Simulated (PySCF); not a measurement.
# Geometry relaxation, with input and output: CHF$_{3}$O$_{3}$S

CHF$_{3}$O$_{3}$S, SMILES O=S(=O)(O)C(F)(F)F, computed with PBE0-D3(BJ)/def2-SVP geometry optimisation, gas phase (PySCF 2.14.0).

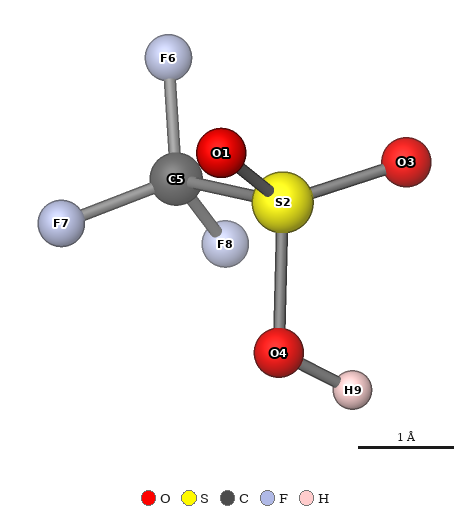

Fig. 1: The starting structure (ball-and-stick view, seen at a tilt; atoms are numbered from 1 in the order of the input).

**Input file**
```
{"job": {"kind": "geom", "xc": "PBE0", "basis": "def2-SVP", "d3": "d3bj", "grid": 1, "maxiter": 40}, "charge": 0, "multiplicity": 1}
O     -0.823116     1.790371    -0.369844
S     -0.556146     0.583682     0.311209
O     -0.459908     0.532666     1.726476
O     -1.551846    -0.543935    -0.180715
C      1.013965    -0.149032    -0.387026
F      2.072040     0.562352    -0.038242
F      0.944328    -0.218610    -1.705194
F      1.137009    -1.379813     0.102413
H     -1.762763    -1.171688     0.515744
```

The first line tells a small driver script what to run in PySCF; the rest is the geometry in Å.

Run on 1 CPU thread, shared host.

Command:
```bash
OMP_NUM_THREADS=1 python <driver script> task.json out
```

**The program's output**
```
step   0  E = -960.77012743  max force = 0.036986
step   1  E = -960.77157114  max force = 0.010629
step   2  E = -960.77314767  max force = 0.005161
step   3  E = -960.77348424  max force = 0.003375
step   4  E = -960.77353173  max force = 0.001295
step   5  E = -960.77354760  max force = 0.000469
step   6  E = -960.77356033  max force = 0.001086
step   7  E = -960.77357052  max force = 0.001225
step   8  E = -960.77357543  max force = 0.000608
step   9  E = -960.77357860  max force = 0.000119
optimisation converged
```

**Trajectory as extended XYZ (Å, eV, eV/Å), 10 frames, from step=0 to step=9**
```
9
Properties=species:S:1:pos:R:3:forces:R:3 step=0 energy=-26143.88681
O    -0.8231    1.7904   -0.3698   -0.4349   1.3993  -1.3210
S    -0.5562    0.5837    0.3112    1.0721  -0.7766  -0.2149
O    -0.4599    0.5327    1.7265    0.2115  -0.3211   1.9019
O    -1.5518   -0.5439   -0.1807   -0.5617  -0.0807  -0.9041
C     1.0140   -0.1490   -0.3870    0.1520  -0.2882  -0.0968
F     2.0720    0.5624   -0.0382   -0.3966  -0.0163  -0.0065
F     0.9443   -0.2186   -1.7052   -0.0618   0.1181   0.2189
F     1.1370   -1.3798    0.1024   -0.0281   0.1860  -0.0281
H    -1.7628   -1.1717    0.5157    0.0475  -0.2206   0.4504
9
Properties=species:S:1:pos:R:3:forces:R:3 step=1 energy=-26143.92610
O    -0.8944    1.6983   -0.4376    0.0498  -0.2070   0.1631
S    -0.5965    0.4902    0.2873   -0.3813  -0.0912  -0.0473
O    -0.5323    0.3926    1.7315   -0.0285  -0.0051  -0.2544
O    -1.5870   -0.6596   -0.2616    0.1277  -0.0014   0.1347
C     1.0414   -0.0926   -0.3565   -0.1128   0.4728   0.1597
F     1.8737    0.7719    0.1935    0.5466  -0.1209  -0.0613
F     1.0985    0.0046   -1.6647   -0.0458  -0.1186  -0.0366
F     1.3402   -1.3198    0.0191   -0.1424   0.0647   0.0239
H    -1.7434   -1.2829    0.4685   -0.0133   0.0066  -0.0816
9
Properties=species:S:1:pos:R:3:forces:R:3 step=2 energy=-26143.96900
O    -0.9243    1.7067   -0.4230   -0.0138  -0.0848   0.0612
S    -0.6087    0.5012    0.2941   -0.0257   0.0389  -0.0029
O    -0.5529    0.3934    1.7356   -0.0090   0.0008  -0.1005
O    -1.5654   -0.6683   -0.2680    0.1313   0.0555   0.0053
C     1.0407   -0.0646   -0.3486    0.2654   0.1907   0.0833
F     1.9541    0.7453    0.1642   -0.1502  -0.0534  -0.1182
F     1.0793   -0.0069   -1.6602   -0.1068   0.1031  -0.0784
F     1.2933   -1.2977    0.0363   -0.1093  -0.2428   0.1639
H    -1.7159   -1.3064    0.4489    0.0182  -0.0080  -0.0137
9
Properties=species:S:1:pos:R:3:forces:R:3 step=3 energy=-26143.97816
O    -0.9355    1.7154   -0.4149   -0.0327   0.0124   0.0230
S    -0.6065    0.5138    0.2995    0.0648   0.0030  -0.0098
O    -0.5575    0.3987    1.7391   -0.0232   0.0265   0.0125
O    -1.5302   -0.6702   -0.2787   -0.0238   0.0185  -0.0154
C     1.0354   -0.0594   -0.3426    0.0219   0.1736   0.0838
F     1.9728    0.7349    0.1444   -0.1204  -0.1278  -0.0858
F     1.0436   -0.0089   -1.6565    0.0393  -0.0294  -0.0038
F     1.2459   -1.2991    0.0617    0.0590  -0.0629  -0.0026
H    -1.6679   -1.3225    0.4273    0.0151  -0.0138  -0.0020
9
Properties=species:S:1:pos:R:3:forces:R:3 step=4 energy=-26143.97945
O    -0.9411    1.7204   -0.4092    0.0187   0.0103  -0.0032
S    -0.6061    0.5184    0.3017   -0.0202  -0.0128   0.0057
O    -0.5612    0.4039    1.7414    0.0139   0.0086   0.0045
O    -1.5282   -0.6651   -0.2798   -0.0297   0.0011  -0.0082
C     1.0334   -0.0611   -0.3417    0.0554   0.0666   0.0190
F     1.9739    0.7292    0.1364   -0.0357  -0.0190  -0.0019
F     1.0420   -0.0176   -1.6562   -0.0132  -0.0233  -0.0165
F     1.2455   -1.3012    0.0656   -0.0016  -0.0201   0.0052
H    -1.6582   -1.3242    0.4213    0.0125  -0.0113  -0.0045
9
Properties=species:S:1:pos:R:3:forces:R:3 step=5 energy=-26143.97988
O    -0.9379    1.7241   -0.4076    0.0031  -0.0002  -0.0103
S    -0.6064    0.5205    0.3023    0.0118  -0.0078   0.0047
O    -0.5586    0.4076    1.7421   -0.0035  -0.0067  -0.0026
O    -1.5309   -0.6611   -0.2805   -0.0241   0.0156   0.0056
C     1.0321   -0.0620   -0.3410    0.0089  -0.0022  -0.0014
F     1.9724    0.7284    0.1331    0.0071   0.0171   0.0037
F     1.0388   -0.0264   -1.6560   -0.0071  -0.0038  -0.0055
F     1.2438   -1.3015    0.0710   -0.0068  -0.0057   0.0091
H    -1.6531   -1.3268    0.4160    0.0107  -0.0063  -0.0034
9
Properties=species:S:1:pos:R:3:forces:R:3 step=6 energy=-26143.98023
O    -0.9330    1.7280   -0.4070    0.0044  -0.0051  -0.0102
S    -0.6055    0.5232    0.3028   -0.0042   0.0016   0.0076
O    -0.5568    0.4108    1.7425   -0.0025  -0.0105  -0.0057
O    -1.5370   -0.6531   -0.2800   -0.0017   0.0167   0.0076
C     1.0314   -0.0644   -0.3400   -0.0373  -0.0558  -0.0177
F     1.9722    0.7283    0.1265    0.0329   0.0287   0.0051
F     1.0345   -0.0399   -1.6557    0.0031   0.0054   0.0119
F     1.2417   -1.3021    0.0807   -0.0023   0.0196   0.0034
H    -1.6474   -1.3281    0.4096    0.0075  -0.0006  -0.0020
9
Properties=species:S:1:pos:R:3:forces:R:3 step=7 energy=-26143.98050
O    -0.9253    1.7332   -0.4081   -0.0018  -0.0070   0.0021
S    -0.6046    0.5276    0.3035    0.0070   0.0025  -0.0026
O    -0.5551    0.4149    1.7431   -0.0079  -0.0028  -0.0065
O    -1.5434   -0.6427   -0.2793    0.0064   0.0122   0.0070
C     1.0292   -0.0686   -0.3385   -0.0437  -0.0630  -0.0210
F     1.9727    0.7268    0.1169    0.0375   0.0283   0.0106
F     1.0284   -0.0575   -1.6544    0.0032   0.0031   0.0123
F     1.2379   -1.3029    0.0941   -0.0003   0.0249  -0.0019
H    -1.6397   -1.3280    0.4021   -0.0003   0.0017   0.0002
9
Properties=species:S:1:pos:R:3:forces:R:3 step=8 energy=-26143.98064
O    -0.9192    1.7366   -0.4096    0.0016  -0.0037   0.0047
S    -0.6031    0.5308    0.3035   -0.0030   0.0056  -0.0013
O    -0.5548    0.4186    1.7431   -0.0016   0.0014  -0.0043
O    -1.5476   -0.6349   -0.2786    0.0097   0.0011   0.0006
C     1.0279   -0.0728   -0.3377   -0.0213  -0.0313  -0.0089
F     1.9743    0.7246    0.1102    0.0153   0.0095   0.0021
F     1.0247   -0.0708   -1.6535    0.0029   0.0004   0.0079
F     1.2355   -1.3041    0.1033    0.0009   0.0133  -0.0023
H    -1.6377   -1.3252    0.3987   -0.0045   0.0036   0.0014
9
Properties=species:S:1:pos:R:3:forces:R:3 step=9 energy=-26143.98073
O    -0.9131    1.7394   -0.4116    0.0015   0.0001   0.0042
S    -0.6016    0.5335    0.3031   -0.0008   0.0032  -0.0020
O    -0.5544    0.4226    1.7428    0.0005   0.0030  -0.0002
O    -1.5500   -0.6291   -0.2782    0.0057  -0.0054  -0.0032
C     1.0271   -0.0772   -0.3372    0.0050   0.0057   0.0024
F     1.9763    0.7213    0.1052   -0.0052  -0.0061  -0.0020
F     1.0225   -0.0815   -1.6527   -0.0007  -0.0038  -0.0018
F     1.2332   -1.3060    0.1100    0.0000  -0.0012   0.0003
H    -1.6399   -1.3204    0.3981   -0.0060   0.0045   0.0024
```

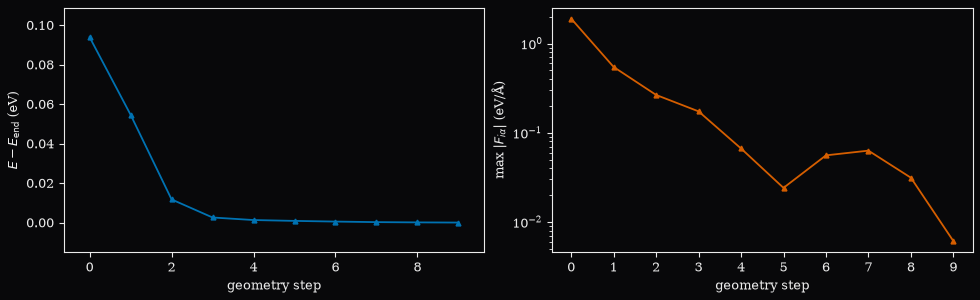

Fig. 2: Progress of the relaxation, step by step (steps are counted from 0).

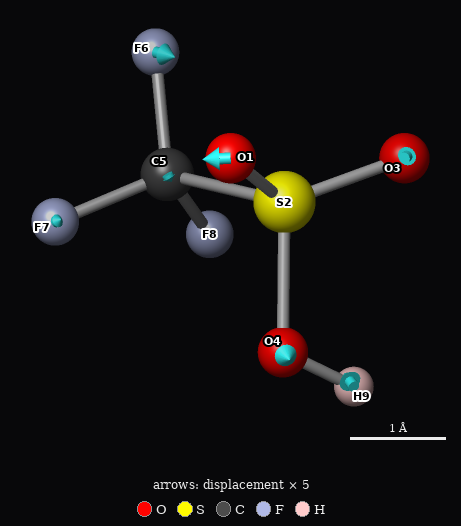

Fig. 3: The starting structure with the displacements as teal arrows, magnified 5 times (ball-and-stick view, seen at a tilt). The two geometries are laid on each other by the best rigid fit. O1 moves most after the best rigid fit: 0.060 Å. By element the largest moves are O 0.060 Å, H 0.055 Å, F 0.053 Å, C 0.019 Å, S 0.013 Å. Among the contacts that change: S2–O4 1.583 → 1.609 Å, S2–O3 1.419 → 1.445 Å, O1–S2 1.411 → 1.436 Å, S2–C5 1.868 → 1.853 Å. Among the angles that change: S2–O4–H9 112.2° → 108.5°, O1–S2–O3 121.7° → 124.6°, S2–C5–F6 111.3° → 108.5°. After 9 geometry steps the energy has fallen by 0.094 eV. The largest force component goes from 1.9 to 0.0061 eV/Å. (Atoms are counted from 1 in the order of the input.)

**Key numbers**

| quantity | value |
| --- | --- |
| outcome | converged |
| total energy | −960.773579 hartree |
| dipole moment | 2.74 D |
| point group | C1 |
| wall time | 41 s |
| peak memory | 0.52 GiB |
